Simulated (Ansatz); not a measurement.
## Electronic structure of B₃BrHSi (doublet) in real space

```xyz
6

B    -2.7269    0.3367    0.1047
B    -1.9568   -0.0184   -1.2617
B    -0.4628   -0.4645   -1.4606
Br   -4.3545    0.8774    0.8759
Si   -0.8595   -0.1607    0.4627
H     0.4807   -0.7979   -2.1074
```

Geometry: B3LYP-D3(BJ)/def2-SVP.

Theory: isolated molecule in a Gaussian basis; Kohn-Sham density functional theory, functional PBE0 in Ansatz.

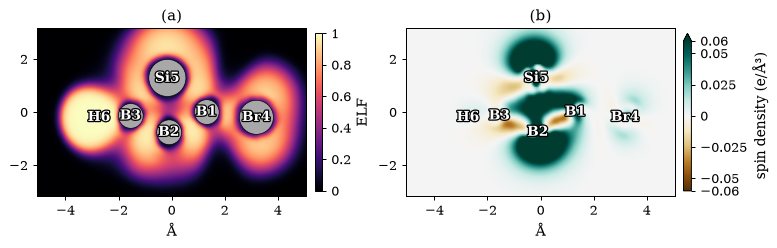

Figure 1. (a) electron localisation function; (b) spin density (α minus β) on the molecular plane. Grey discs cover the atomic cores in the ELF map.

Q: Describe what can be read from this map.

A:
- The section cuts through B, Br, Si and H sites.
- B–B (1.57 Å): the ELF peaks at about 0.90 between the atoms (localised, covalent bonding).
- B–Br (1.88 Å): the ELF peaks at about 0.90 between the atoms, as expected for a shared but strongly polarised pair.
- Si–B (1.97 Å): the ELF peaks at about 0.85 between the atoms: a covalent bond.
- B–H (1.19 Å): the ELF climbs to about 1 towards the hydrogen, as it does in any bond to H; an ordinary covalent bond to hydrogen.
- Si–B (2.05 Å): the ELF is about 0.45 at the midpoint.
- The ELF also peaks beside Br4 and Si5, away from the bonds: non-bonding electrons, paired or unpaired.
- The unpaired spin (1 electron) lies mostly on Si5 (about 0.5), B2 (about 0.4) and B1 (about 0.1), in electrons by Hirshfeld's partition.

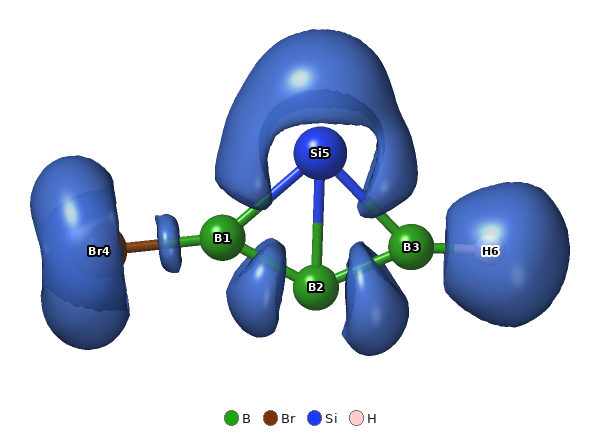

Figure 2. Isosurface of the electron localisation function at 0.8 (blue), seen across its widest extent. Core shells and regions of very low density are left out.

Q: What do the ELF domains correspond to?

A: The surface consists of two regions between bonded B–B atoms (shared pairs), one region between bonded B–Br atoms (shared pairs), one region around a hydrogen nucleus, one region on Si in which the atom's valence shell and bonds are merged and one ring or bowl of non-bonding electrons around Br.

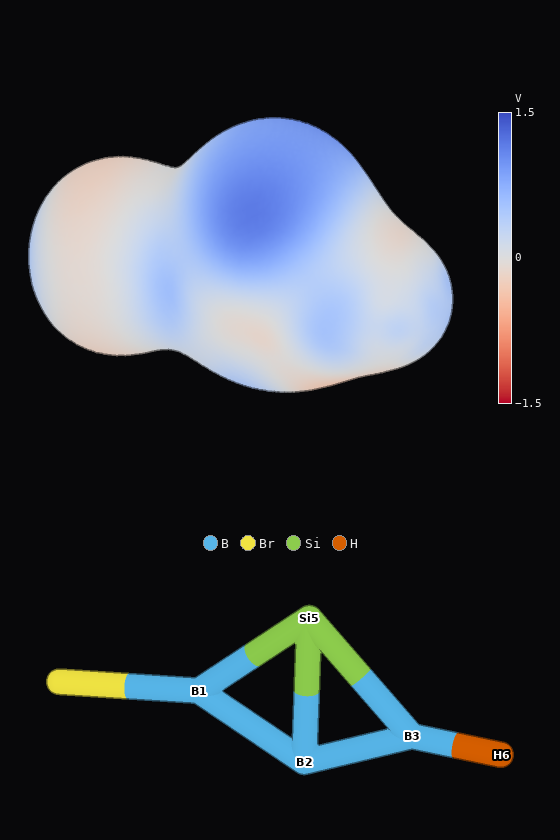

Figure 3. The electrostatic potential painted on the density surface at 0.002 e/bohr³, seen at a tilt; the colour scale runs from red (negative) to blue (positive). The bare structure is drawn below in the same view.

Q: Where is the surface potential most negative and most positive?

A: The most negative region (about −0.4 V) lies over H6, the most positive (about +1.2 V) over Si5. Br4 shows a σ-hole: about +0.7 V at the tip opposite its bond, against about −0.1 V on its flanks.

Q: What dipole moment does the calculation give?

A: Its dipole moment is 1.06 D.

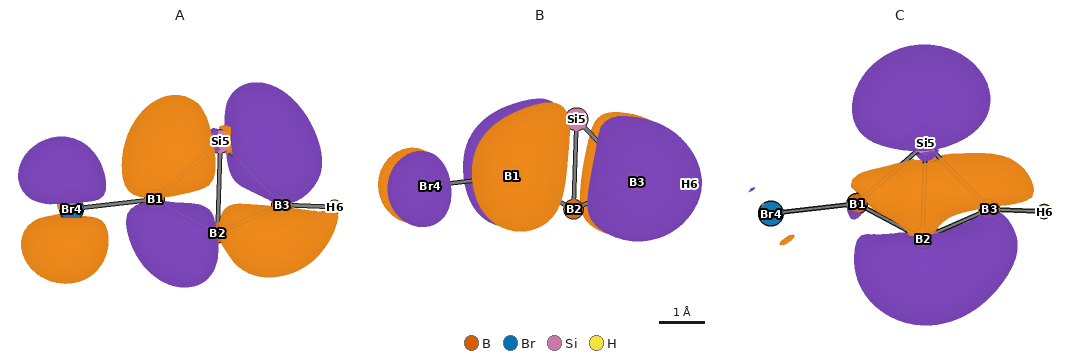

Figure 4. Three frontier orbitals at ±0.08 Å⁻³ᐟ² (orange and purple are the two phases), in no order.

Q: Which picture is the HOMO−1, the HOMO and the LUMO? All are α orbitals.

A: C is the HOMO−1 (α) (−7.32 eV). Its weight (Hirshfeld) is mainly on Si5 (about 45 %), B2 (about 35 %) and B3 (about 15 %); it is symmetric in the molecular plane (an in-plane orbital: σ, lone-pair or in-plane π type). A is the HOMO (α) (−6.99 eV). Its weight (Hirshfeld) is mainly on Si5 (about 30 %), Br4 (about 20 %), B1 (about 20 %), B3 (about 15 %) and B2 (about 15 %); it is symmetric in the molecular plane (an in-plane orbital: σ, lone-pair or in-plane π type). B is the LUMO (α) (−2.27 eV). It lies mainly on B3 (about 35 %), B1 (about 30 %), Si5 (about 15 %), Br4 (about 10 %) and B2 (about 10 %); it changes sign across the molecular plane (π type); π-bonding across B1–Si5 and B2–B3; π-antibonding (a node) across B1–B2, B1–Br4, B2–Si5 and B3–Si5.

Q: What is the gap between the highest occupied and lowest empty α orbitals?

A: 4.72 eV between the orbital energies.
